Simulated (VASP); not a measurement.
Band structure of Tb (hcp). These are AM05 GGA, VASP's PBE PAW potentials (set 64) (plane waves; VASP) values and carry that method's errors.

The 4f electrons are frozen in the core of the lanthanide potential, so 4f levels, which can set the real gap, and their magnetism are missing.

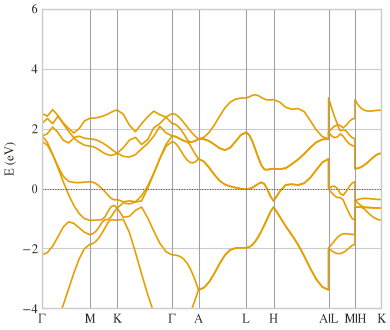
Fig. 1. Bands along high-symmetry lines, zero at the valence-band maximum or, without a gap, the Fermi level

Q: Read the plot: is there a gap, and where are the band edges?

A: It has no gap at this level: it comes out as a metal or semimetal. (Edges off the drawn lines would not show.)

The compound is Tb in the hcp structure. It was relaxed first.
